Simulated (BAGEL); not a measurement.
# BH2SO (SMILES O[B]S): UHF/STO-3G (density fitting with qzvpp-jkfit)

Aim: the vertical ionisation energy of BH2SO at UHF/STO-3G (density fitting with qzvpp-jkfit), from 2 runs. 

Program for the calculation: BAGEL 1.2.2.

## Step 1: The molecule

The species is BH2SO (5 atoms), meant as a doublet with charge 0. As SMILES, `O[B]S`. The coordinates come from a PBE0-D4/def2-TZVP relaxation. This is a higher conformer, about 7 kJ/mol above the lowest found by a separate search.

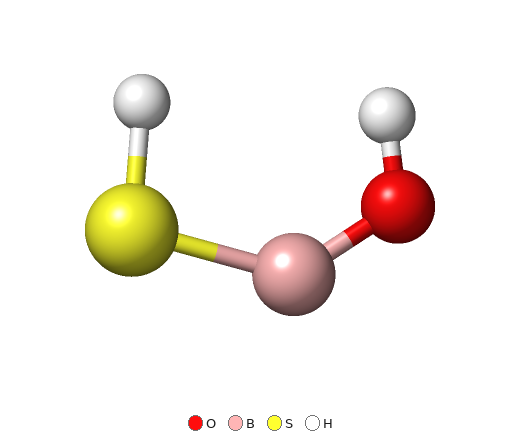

The structure, seen from a chosen angle (oxygen red, boron pink, sulfur yellow, hydrogen white).

## Step 2: A single-point energy at UHF/STO-3G (density fitting with qzvpp-jkfit)

input.json reads:

```json
{ "bagel" : [

{
  "title" : "molecule",
  "basis" : "sto-3g",
  "df_basis" : "qzvpp-jkfit",
  "angstrom" : true,
  "geometry" : [
    { "atom" : "O", "xyz" : [      -1.294700,      -0.054700,      -0.435600 ] },
    { "atom" : "B", "xyz" : [      -0.454300,       0.825600,       0.109700 ] },
    { "atom" : "S", "xyz" : [       1.253800,       0.694200,       0.611100 ] },
    { "atom" : "H", "xyz" : [      -0.947100,      -0.940000,      -0.604700 ] },
    { "atom" : "H", "xyz" : [       1.492100,      -0.598600,       0.278200 ] }
  ]
},

{
  "title" : "uhf",
  "nopen" : 1
},

{
  "title" : "print",
  "file" : "orbitals.molden",
  "orbitals" : true
}

]}
```

Launch:

```bash
BAGEL_NUM_THREADS=1 BAGEL input.json > input.out
```

The program printed:

```text
* using 1 threads per process

  ===============================================================
  ===============================================================

  *** Geometry ***

  { "atom" : "O", "xyz" : [     -2.446628,     -0.103368,     -0.823165 ] },
  { "atom" : "B", "xyz" : [     -0.858503,      1.560158,      0.207303 ] },
  { "atom" : "S", "xyz" : [      2.369339,      1.311848,      1.154812 ] },
  { "atom" : "H", "xyz" : [     -1.789760,     -1.776343,     -1.142717 ] },
  { "atom" : "H", "xyz" : [      2.819660,     -1.131190,      0.525722 ] },

  Number of auxiliary basis functions:      316

  Since a DF basis is specified, we compute 2- and 3-index integrals:
    o Being stored without compression. Storage requirement is 0.001 GB

  Number of basis functions:       21
  Number of electrons      :       31

    * METHOD: MOLECULE                             0.05

  *** Open-shell HF ***

  === Nuclear Repulsion ===
    80.8497724227

      * DIIS with orbital gradients will be used.

  === UHF iteration (sto-3g) ===
      0       -492.46656748          0.03783280           0.01
      1       -492.53294581          0.01171762           0.01
      2       -492.54084230          0.00438565           0.01
      3       -492.54219654          0.00152369           0.01
      4       -492.54279323          0.00023223           0.01
      5       -492.54286114          0.00007252           0.01
      6       -492.54287780          0.00002808           0.01
      7       -492.54288289          0.00001319           0.01
      8       -492.54288432          0.00000403           0.01
      9       -492.54288441          0.00000103           0.01
     10       -492.54288441          0.00000052           0.01
     11       -492.54288441          0.00000015           0.01
     12       -492.54288441          0.00000008           0.01
     13       -492.54288441          0.00000004           0.01
     14       -492.54288441          0.00000001           0.01
     15       -492.54288441          0.00000001           0.01
    * SCF iteration converged.

    * S^2 (UHF) is 0.7572

    * Permanent dipole moment:
           (   -0.105099,     0.693001,     0.185494) a.u.

    * METHOD: UHF                                  0.15

    * METHOD: PRINT                                0.00

  ===============================================================
```

It took 0.32 s on 1 thread of Arm Neoverse V2, shared host.

## Step 3: The singlet cation

input.json reads:

```json
{ "bagel": [

{
  "title": "molecule",
  "basis": "sto-3g",
  "df_basis": "qzvpp-jkfit",
  "angstrom": true,
  "geometry": [
    { "atom": "O", "xyz": [   -1.294700,   -0.054700,   -0.435600 ] },
    { "atom": "B", "xyz": [   -0.454300,    0.825600,    0.109700 ] },
    { "atom": "S", "xyz": [    1.253800,    0.694200,    0.611100 ] },
    { "atom": "H", "xyz": [   -0.947100,   -0.940000,   -0.604700 ] },
    { "atom": "H", "xyz": [    1.492100,   -0.598600,    0.278200 ] }
  ]
},
{ "title": "hf", "charge": 1 },
{ "title": "print", "file": "orbitals.molden", "orbitals": true }

]}
```

Launch:

```bash
BAGEL_NUM_THREADS=1 BAGEL input.json > input.out
```

The program printed:

```text
* using 1 threads per process

  ===============================================================
  ===============================================================

  *** Geometry ***

  { "atom" : "O", "xyz" : [     -2.446628,     -0.103368,     -0.823165 ] },
  { "atom" : "B", "xyz" : [     -0.858503,      1.560158,      0.207303 ] },
  { "atom" : "S", "xyz" : [      2.369339,      1.311848,      1.154812 ] },
  { "atom" : "H", "xyz" : [     -1.789760,     -1.776343,     -1.142717 ] },
  { "atom" : "H", "xyz" : [      2.819660,     -1.131190,      0.525722 ] },

  Number of auxiliary basis functions:      316

  Since a DF basis is specified, we compute 2- and 3-index integrals:
    o Being stored without compression. Storage requirement is 0.001 GB

  Number of basis functions:       21
  Number of electrons      :       31

    * METHOD: MOLECULE                             0.05

  *** RHF ***

  === Nuclear Repulsion ===
    80.8497724227

      * DIIS with orbital gradients will be used.

  === RHF iteration (sto-3g) ===
      0       -492.23849520          0.02459452           0.00
      1       -492.31357366          0.01189114           0.00
      2       -492.32785860          0.00185569           0.00
      3       -492.32846807          0.00045694           0.00
      4       -492.32850593          0.00010552           0.00
      5       -492.32850909          0.00002470           0.00
      6       -492.32850930          0.00000599           0.00
      7       -492.32850931          0.00000166           0.00
      8       -492.32850931          0.00000054           0.00
      9       -492.32850931          0.00000027           0.00
     10       -492.32850931          0.00000008           0.00
     11       -492.32850931          0.00000003           0.00
     12       -492.32850931          0.00000001           0.00
    * SCF iteration converged.

    * Permanent dipole moment:
           (    0.683282,     0.360338,     0.330968) a.u.

    * METHOD: HF                                   0.09

    * METHOD: PRINT                                0.00

  ===============================================================
```

Wall time 0.26 s (1 thread of Arm Neoverse V2, shared host).

## Step 4: Summary of results

At UHF/STO-3G (density fitting with qzvpp-jkfit):

| quantity | value |
| --- | --- |
| doublet BH2SO: total energy | -492.54288 Eh |
| doublet BH2SO: dipole moment | 1.84 D |
| doublet BH2SO: ⟨S²⟩ | 0.757 |
| singlet cation: total energy | -492.32851 Eh |
| singlet cation: HOMO energy | -15.33 eV |
| singlet cation: LUMO energy | -4.49 eV |
| singlet cation: HOMO–LUMO gap | 10.83 eV |
| vertical ionisation energy (to the singlet cation) | 5.833 eV |

**Reading.** Removing an electron at fixed nuclei costs 5.83 eV (563 kJ/mol). In a minimal basis such a difference can be off by several eV, whatever the method.
